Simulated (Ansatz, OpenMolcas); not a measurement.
## A ladder of methods for BHCl2 (SMILES [H]B(Cl)Cl)

The species is BHCl2 (4 atoms), meant as a singlet with charge 0. As SMILES, `[H]B(Cl)Cl`. The coordinates come from a GFN2-xTB relaxation.

```
atom    x (Å)    y (Å)    z (Å)
   B  -0.0673  -0.1124   0.0012
  Cl   1.6334  -0.1458   0.0126
  Cl  -0.8935   1.3753  -0.0175
   H  -0.6726  -1.1172   0.0037
```

Each level gives the energy change with the B1–Cl2 bond stretched from 1.701 to 2.551 Å (eV). The values are calculated.

| level | kind | program | value (eV) | less FCI/STO-3G | CPU time (all runs) |
| --- | --- | --- | --- | --- | --- |
| PBE/STO-3G (restricted) | GGA | Ansatz | 2.89 | -0.04 | 3.6 s |
| BHLYP/STO-3G (restricted) | global hybrid | Ansatz | 3.35 | +0.42 | 3.5 s |
| CAM-B3LYP/STO-3G (restricted) | range-separated hybrid | Ansatz | 3.26 | +0.33 | 4.3 s |
| wB97M-V/STO-3G (restricted) | range-separated hybrid | Ansatz | 3.33 | +0.40 | 56 s |
| B2PLYP/STO-3G (restricted) | double hybrid | Ansatz | 3.10 | +0.17 | 5.2 s |
| CASPT2(2,2)/STO-3G | multireference | OpenMolcas | 2.91 | -0.02 | 3.4 s |
| CCSD/STO-3G (restricted) | coupled cluster or CI | Ansatz | 2.98 | +0.05 | 0.6 s |
| CCSDT(Q)/STO-3G (restricted) | coupled cluster or CI | Ansatz | 2.93 | 0.00 | 1.2 s |
| FCI/STO-3G | exact in the basis | OpenMolcas | 2.93 | 0.00 | 3.1 min |

FCI/STO-3G is exact within its basis and frozen core, so for wave-function methods in that basis the difference is their error; functionals converge differently with the basis, so for them it is only a difference. The first shape isn't each level's own minimum. The values span 2.89 to 3.35 eV. All rows use very small basis sets, so even the best lies far from the true value. CPU times are rough (shared hosts, several kinds of processor): they show what a rung costs within a factor of a few.

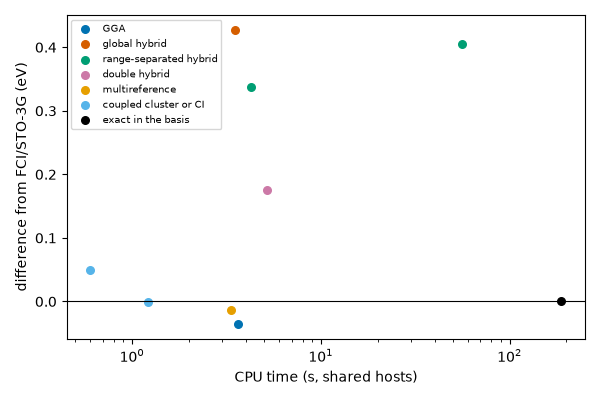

Difference from FCI/STO-3G against processor time, one point a level.
